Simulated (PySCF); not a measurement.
C₆H₁₇NSi, SMILES `CC(C)N([SiH3])C(C)C`.

Level of theory: PBE0/cc-pVDZ (PySCF), at a geometry from GFN2-xTB. No frequency check shows the geometry to be a minimum.

Input

```python
import numpy as np
from pyscf import gto, scf, dft
from pyscf.scf import atom_ks, atom_hf
from scipy.linalg import block_diag

def solve(mol, dm0=None, hcore=None):
    mf = (dft.UKS if mol.spin else dft.RKS)(mol, xc='pbe0')
    mf.grids.level = 3
    mf = mf.density_fit(auxbasis='def2-universal-jkfit')
    mf.conv_tol, mf.max_cycle = 1e-8, 80
    if hcore is not None:
        mf.get_hcore = lambda *args: hcore
    mf.kernel(dm0)
    if not mf.converged:
        mf = mf.newton().run(mf.mo_coeff, mf.mo_occ, max_cycle=30)
    assert mf.converged, 'SCF not converged'
    return mf

mol = gto.M(atom='''
C     -1.59939     0.78684    -1.40002
C     -0.69431     0.96408    -0.18016
C     -1.49594     1.50035     1.00804
N      0.00150    -0.26297     0.17209
Si    -0.80595    -1.77034     0.32853
C      1.45066    -0.24166     0.09283
C      1.95945    -0.03459    -1.33729
C      2.06759     0.78017     1.05229
H     -1.03283     0.37305    -2.23049
H     -2.01265     1.74664    -1.70323
H     -2.41823     0.11093    -1.16976
H      0.05968     1.71539    -0.43647
H     -2.29151     0.80943     1.27044
H     -0.84782     1.62281     1.87182
H     -1.93670     2.46366     0.76078
H     -0.94061    -2.51935    -0.93548
H     -0.01110    -2.57080     1.26218
H     -2.14497    -1.54049     0.86868
H      1.78406    -1.23334     0.41582
H      3.04172    -0.13544    -1.36466
H      1.69892     0.95259    -1.71206
H      1.52240    -0.78228    -1.99510
H      3.14735     0.65418     1.07805
H      1.85201     1.80114     0.74704
H      1.67476     0.62633     2.05427
''', basis='cc-pvdz', charge=0, spin=0, verbose=4)
mf = solve(mol)
mf.analyze()
# spherically averaged free atoms, for the promolecule
atm = atom_ks.get_atm_nrks(mol, xc='pbe0')
pro = block_diag(*[(atm[a[0]][2] * atm[a[0]][3]) @ atm[a[0]][2].T for a in mol._atom])
np.savez('result.npz', e=mf.e_tot, c=mf.mo_coeff, occ=mf.mo_occ, eps=mf.mo_energy, pro=pro, dip=mf.dip_moment(verbose=0), s2=mf.spin_square()[0])
```

Launched as:

```sh
OMP_NUM_THREADS=1 python input.py
```

The run took 21 s on 1 thread of AMD EPYC 9R45 96-Core Processor (Zen 5) (shared host), peak memory 0.85 GiB.

Partitions, critical points and surface values were worked out afterwards from this run's density.

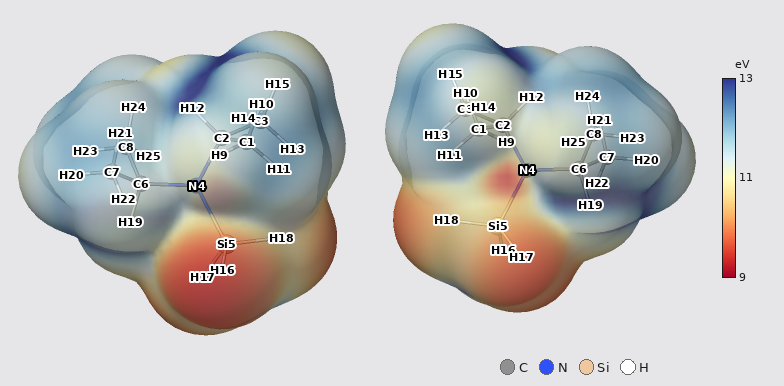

Average local ionisation energy on the surface of electron density 0.001 a.u. (back view left, front view right).

Locate the minima of the map.

Answer. The lowest value is 9.2 eV, 1.5 Å from H16. Further minima include 9.5 eV, over N4, off the plane of its three bonds (2.1 Å); 9.8 eV, 1.5 Å from H17; 9.9 eV, 1.5 Å from H18. For comparison, the highest occupied orbital lies at −6.0 eV.

What volume does the surface enclose, and what is the dipole moment?

Answer. About 209 Å³; the dipole moment is 1.1 D.
